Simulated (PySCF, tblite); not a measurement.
# C₅H₇S−: dynamics, then NMR shifts on frames, part 1 of 2

How do NMR shifts of C₅H₇S− (`[S-]/C=C/C1CC1`) change as the atoms move?

Programs: tblite 0.8.0 and PySCF 2.14.0, with density-fitted response routines of our own. Each step states its level of theory. These are calculated values for one molecule in the gas phase, unless marked as measured. Atoms count from 0, in the outputs and in this text.

## Step 1: Starting geometry

13 atoms, charge -1, multiplicity 1; geometry from: GFN2-xTB.

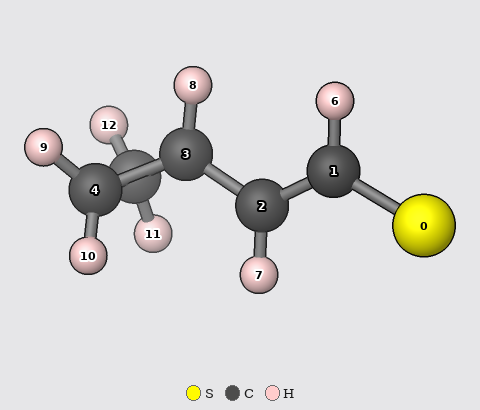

As it starts; sulfur yellow, carbon dark grey, hydrogen pink, atoms numbered; sticks join atoms by distance.

## Step 2: A short Langevin run with GFN2-xTB

The job: settings as JSON, then the geometry in Å.

```
{"job": {"kind": "md", "xc": "GFN2-xTB", "basis": "xTB", "temperature": 300, "steps": 2000, "every": 50, "frames": 5}, "charge": -1, "multiplicity": 1}
S      3.577659    -0.193249     1.448319
C      2.234462     0.003651     0.424289
C      0.938771    -0.094891     0.774680
C     -0.171983     0.090247    -0.170802
C     -1.464243     0.740750     0.258967
C     -1.436869    -0.725514    -0.058595
H      2.473071     0.234630    -0.617877
H      0.675330    -0.322696     1.799331
H      0.152916     0.318076    -1.182843
H     -1.974697     1.404332    -0.427392
H     -1.562717     1.030849     1.295228
H     -1.517126    -1.421292     0.764437
H     -1.928964    -1.064408    -0.961246
```

Method: GFN2-xTB Langevin dynamics, gas phase.

On the command line:

```bash
$ OMP_NUM_THREADS=1 python probes_run.py task.json out
```

One launch serves the whole session: the jobs run in the order shown.

The program printed:

```text
t/fs     T/K      E/eV
    0.0   250.0   -481.22213
   25.0   121.8   -480.93456
   50.0   176.5   -480.99354
   75.0   182.1   -480.99110
  100.0   167.3   -481.00837
  125.0   187.4   -480.88203
  150.0   217.4   -480.96138
  175.0   202.7   -480.93713
  200.0   243.0   -480.89635
  225.0   178.2   -480.74735
  250.0   378.2   -481.00192
  275.0   257.8   -480.70078
  300.0   310.2   -480.92388
  325.0   235.6   -480.72480
  350.0   311.3   -480.91480
  375.0   269.9   -480.77547
  400.0   294.0   -480.89844
  425.0   298.3   -480.93239
  450.0   195.0   -480.80122
  475.0   358.8   -480.94239
  500.0   205.6   -480.74134
  525.0   246.5   -480.85468
  550.0   199.4   -480.75186
  575.0   210.2   -480.85006
  600.0   258.1   -480.84952
  625.0   273.6   -480.76985
  650.0   230.0   -480.74710
  675.0   324.3   -480.81553
  700.0   301.4   -480.75527
  725.0   344.0   -480.75591
  750.0   261.5   -480.64401
  775.0   276.9   -480.52415
  800.0   324.6   -480.59859
  825.0   390.7   -480.68712
  850.0   346.6   -480.44223
  875.0   343.9   -480.44067
  900.0   514.4   -480.78997
  925.0   494.4   -480.70646
  950.0   264.2   -480.67855
  975.0   261.8   -480.81224
 1000.0   300.0   -480.84716
```

Run time: 10 s. Hardware: 1 thread of Intel Xeon Platinum 8488C, shared host.

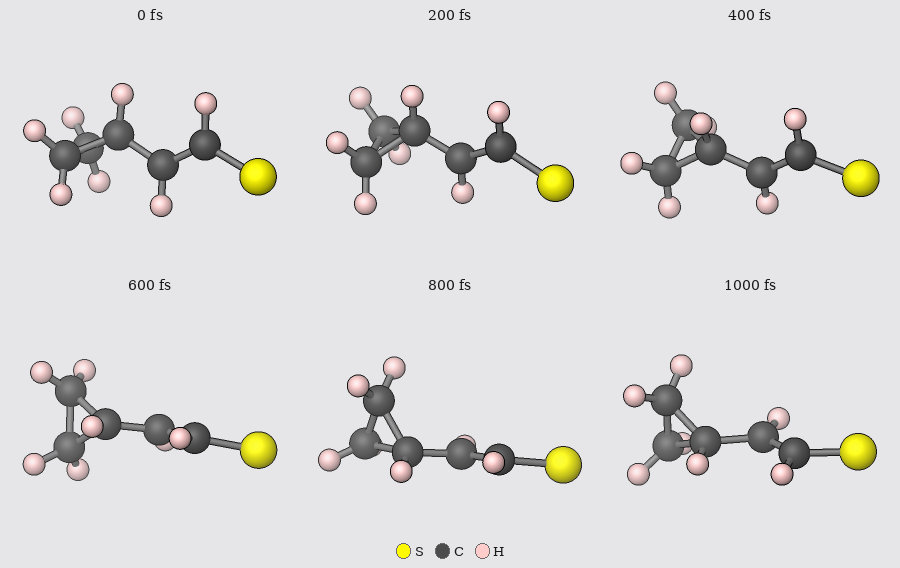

Frames of the run.

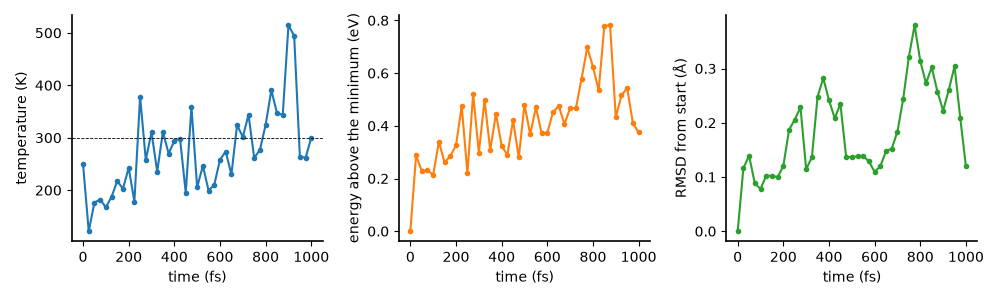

Temperature, potential energy and distance from the start.

Positions (Å) and forces (eV/Å) at 1000 fs:

```xyz
13

S     2.930   -1.196    1.703    0.935   -0.431   -0.015
C     1.456   -0.403    1.598    0.300    0.271    0.799
C     0.384   -0.902    0.980   -1.876   -0.500   -1.226
C    -0.921   -0.101    0.982    1.142   -1.857   -0.995
C    -2.266   -0.728    0.852   -0.782   -0.739    1.233
C    -1.809    0.155   -0.221    0.572    0.634   -0.192
H     1.452    0.523    2.228   -0.502   -0.427   -0.723
H     0.428   -1.925    0.411   -0.106    2.075    1.038
H    -0.857    0.690    1.648    0.132    1.414    1.215
H    -3.050   -0.388    1.527    0.003    0.070   -0.139
H    -2.329   -1.790    0.701    0.067   -0.273   -0.229
H    -1.483   -0.283   -1.129    0.050   -0.292   -0.738
H    -2.284    1.121   -0.331    0.066    0.053   -0.028
```

## Step 3: Nuclear shieldings: 250 fs, PBE0/pcSseg-1

The job: settings as JSON, then the geometry in Å.

```
{"job": {"kind": "nmr", "xc": "PBE0", "basis": "pcSseg-1", "pop": false}, "charge": -1, "multiplicity": 1}
S      3.193300    -0.411400     1.748900
C      1.876700     0.174200     0.884700
C      0.652000    -0.361400     0.767000
C     -0.457300     0.171300    -0.060100
C     -1.777300     0.568500     0.558300
C     -1.779100    -0.630200    -0.367600
H      2.131800     1.016600     0.176400
H      0.406000    -1.203200     1.403000
H     -0.090000     0.799100    -0.863600
H     -2.192700     1.513300     0.201900
H     -1.852300     0.289700     1.611500
H     -1.915500    -1.602100     0.075200
H     -2.247500    -0.509000    -1.340700
```

With the program's defaults for keys left out, this is: GIAO PBE0/pcSseg-1 NMR shielding, non-relativistic, gas phase.

The program printed:

```text
coarse grid: 11400 points
cycle   1  E = -592.3727879387  dE =  7.087e-01  |g| = 4.693e-01  |ddm| = 3.336e+00
cycle   2  E = -592.3923114251  dE = -1.952e-02  |g| = 4.624e-01  |ddm| = 1.816e+00
cycle   3  E = -592.4543748635  dE = -6.206e-02  |g| = 4.607e-02  |ddm| = 8.921e-01
cycle   4  E = -592.4544217419  dE = -4.688e-05  |g| = 4.168e-02  |ddm| = 7.866e-02
cycle   5  E = -592.4548555981  dE = -4.339e-04  |g| = 5.467e-03  |ddm| = 4.714e-02
cycle   6  E = -592.4548621182  dE = -6.520e-06  |g| = 3.116e-03  |ddm| = 1.233e-02
final grid: 105392 points
cycle   7  E = -592.4943683158  dE = -9.372e-06  |g| = 1.266e-02  |ddm| = 3.366e-02
cycle   8  E = -592.4942915954  dE =  7.672e-05  |g| = 2.041e-02  |ddm| = 4.551e-02
cycle   9  E = -592.4944120426  dE = -1.204e-04  |g| = 1.988e-03  |ddm| = 3.172e-02
cycle  10  E = -592.4944130842  dE = -1.042e-06  |g| = 2.442e-04  |ddm| = 2.157e-03
cycle  11  E = -592.4944130963  dE = -1.203e-08  |g| = 1.265e-04  |ddm| = 5.827e-04
cycle  12  E = -592.4944131002  dE = -3.948e-09  |g| = 3.927e-05  |ddm| = 1.887e-04
cycle  13  E = -592.4944131006  dE = -4.109e-10  |g| = 6.900e-06  |ddm| = 6.462e-05
converged SCF energy = -592.4944131006

GIAO shielding tensors (ppm)
atom      isotropic    diamagn.    paramagn.     s11        s22        s33       span
  0 S      481.583    1056.475    -574.891    275.119    551.462    618.168    343.049
  1 C       22.092     251.055    -228.963    -98.346     32.196    132.427    230.773
  2 C       74.668     249.807    -175.139    -17.528    111.963    129.569    147.098
  3 C      163.821     245.205     -81.384    122.455    151.039    217.970     95.515
  4 C      172.564     255.911     -83.347    145.095    169.265    203.332     58.236
  5 C      179.073     252.968     -73.895    150.527    172.702    213.991     63.464
  6 H       23.428      30.388      -6.960     19.455     21.881     28.949      9.494
  7 H       27.363      32.391      -5.028     24.340     25.930     31.820      7.480
  8 H       30.397      32.516      -2.119     24.316     29.523     37.352     13.036
  9 H       31.015      31.720      -0.705     25.567     27.662     39.817     14.251
 10 H       31.739      31.901      -0.162     26.790     29.353     39.074     12.284
 11 H       31.979      32.142      -0.163     26.425     29.663     39.850     13.425
 12 H       31.678      31.486       0.192     25.732     28.188     41.114     15.382
```

Run time: 13 s. Hardware: 1 thread of Intel Xeon Platinum 8488C, shared host; peak memory 0.7 GiB.

The references, computed at this level on geometries of the same kind, shield at (ppm): 1H TMS 31.72, 13C TMS 186.9, 33S CS2 504. Their shielding less the atom's gives the shift. The references are single molecules in the gas phase. Each atom is listed at this fixed geometry, with no averaging over motion; a spectrum would average atoms that exchange fast.

| atoms | environment | σ (ppm) | δ (ppm) |
| --- | --- | --- | --- |
| C1 | alkene CH | 22.1 | 164.8 |
| C2 | alkene CH | 74.7 | 112.3 |
| C3 | three-membered-ring carbon | 163.8 | 23.1 |
| C4 | three-membered-ring carbon | 172.6 | 14.4 |
| C5 | three-membered-ring carbon | 179.1 | 7.9 |
| H6 | hydrogen on an alkene CH | 23.43 | 8.29 |
| H7 | hydrogen on an alkene CH | 27.36 | 4.35 |
| H8 | hydrogen on a three-membered-ring carbon | 30.40 | 1.32 |
| H9 | hydrogen on a three-membered-ring carbon | 31.02 | 0.70 |
| H12 | hydrogen on a three-membered-ring carbon | 31.68 | 0.04 |
| H10 | hydrogen on a three-membered-ring carbon | 31.74 | -0.02 |
| H11 | hydrogen on a three-membered-ring carbon | 31.98 | -0.26 |
| S0 | sulfur bonded to C | 482 | 22 |

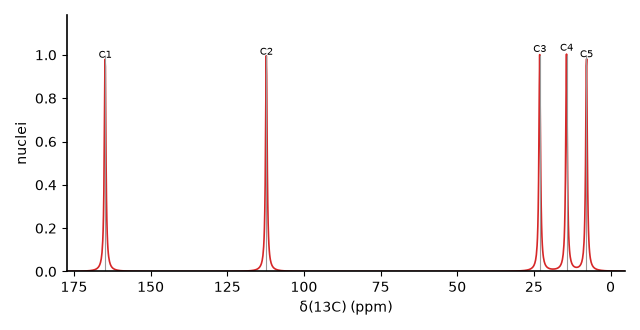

13C lines at the computed shifts, without couplings. Lines are broadened to a width of 0.63 ppm (Lorentzian).

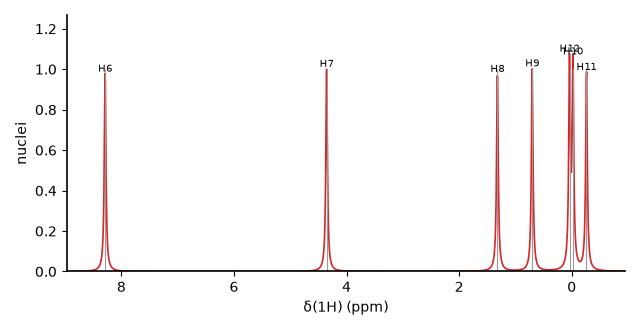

1H lines at the computed shifts, without couplings. Lines are broadened to a width of 0.03 ppm (Lorentzian).

Ring of atoms C3, C4, C5: NICS(0) -40.8, NICS(1) -8.3, NICS(1)zz -21.2 ppm (means of both faces). The ring holds saturated atoms, so no π current runs round it: these values come from its σ bonds, any local π bonds and neighbouring rings, and say nothing of aromaticity.

In rings of three or four atoms NICS is ruled by the nearby σ bonds, so it says little on aromaticity.

## Step 4: NMR shieldings: 425 fs, PBE0/pcSseg-1

The job: settings as JSON, then the geometry in Å.

```
{"job": {"kind": "nmr", "xc": "PBE0", "basis": "pcSseg-1", "pop": false}, "charge": -1, "multiplicity": 1}
S      3.060200    -0.725600     1.834800
C      1.567600    -0.036500     1.337400
C      0.318800    -0.473300     1.518700
C     -0.782100     0.187600     0.775100
C     -2.256600     0.120700     1.078200
C     -1.715200    -0.524600    -0.145700
H      1.714100     0.907000     0.897500
H      0.048000    -1.399300     2.026500
H     -0.459100     1.141700     0.326500
H     -2.907200     0.965500     0.968100
H     -2.517400    -0.653800     1.853300
H     -1.657600    -1.596500    -0.128800
H     -1.839900    -0.068200    -1.158400
```

Level: GIAO PBE0/pcSseg-1 NMR shielding, non-relativistic, gas phase.

The program printed:

```text
coarse grid: 11400 points
cycle   1  E = -592.3678430822  dE =  7.981e-01  |g| = 4.788e-01  |ddm| = 3.348e+00
cycle   2  E = -592.3877078897  dE = -1.986e-02  |g| = 4.751e-01  |ddm| = 1.815e+00
cycle   3  E = -592.4523810021  dE = -6.467e-02  |g| = 5.171e-02  |ddm| = 8.761e-01
cycle   4  E = -592.4525413932  dE = -1.604e-04  |g| = 4.262e-02  |ddm| = 8.903e-02
cycle   5  E = -592.4529946153  dE = -4.532e-04  |g| = 6.690e-03  |ddm| = 5.134e-02
cycle   6  E = -592.4530049795  dE = -1.036e-05  |g| = 3.622e-03  |ddm| = 1.403e-02
cycle   7  E = -592.4530083224  dE = -3.343e-06  |g| = 5.002e-04  |ddm| = 5.308e-03
final grid: 105392 points
cycle   8  E = -592.4922957221  dE = -2.663e-05  |g| = 8.282e-03  |ddm| = 3.149e-02
cycle   9  E = -592.4922701722  dE =  2.555e-05  |g| = 1.239e-02  |ddm| = 2.506e-02
cycle  10  E = -592.4923136303  dE = -4.346e-05  |g| = 1.448e-03  |ddm| = 1.875e-02
cycle  11  E = -592.4923142241  dE = -5.938e-07  |g| = 2.563e-04  |ddm| = 2.145e-03
cycle  12  E = -592.4923142386  dE = -1.457e-08  |g| = 8.452e-05  |ddm| = 4.906e-04
cycle  13  E = -592.4923142403  dE = -1.649e-09  |g| = 4.071e-05  |ddm| = 1.748e-04
cycle  14  E = -592.4923142407  dE = -3.977e-10  |g| = 7.242e-06  |ddm| = 4.468e-05
converged SCF energy = -592.4923142407

GIAO shielding tensors (ppm)
atom      isotropic    diamagn.    paramagn.     s11        s22        s33       span
  0 S      463.365    1056.205    -592.839    223.593    563.686    602.817    379.224
  1 C       19.723     250.643    -230.921   -110.893     28.355    141.706    252.599
  2 C       77.029     250.393    -173.364    -12.798    115.574    128.310    141.108
  3 C      163.841     246.833     -82.992    128.509    146.275    216.740     88.231
  4 C      178.359     258.010     -79.651    153.661    173.009    208.408     54.747
  5 C      174.963     252.944     -77.982    146.449    168.951    209.488     63.039
  6 H       23.840      33.319      -9.479     18.958     20.431     32.131     13.173
  7 H       27.457      32.327      -4.870     25.044     26.392     30.934      5.890
  8 H       30.319      32.827      -2.508     24.257     29.534     37.168     12.911
  9 H       31.523      32.281      -0.757     25.866     27.986     40.718     14.852
 10 H       30.941      30.924       0.017     25.297     28.701     38.825     13.528
 11 H       32.381      33.024      -0.643     27.153     30.035     39.954     12.801
 12 H       30.862      31.675      -0.813     25.155     27.876     39.556     14.400
```

Wall time 13 s (1 thread of Intel Xeon Platinum 8488C, shared host); peak memory 0.72 GiB.

Key values: δ C1 167.2, C2 109.9, C3 23.1, C5 12.0, H6 7.88, H7 4.26 ppm.

(Continued in part 2 of 2.)
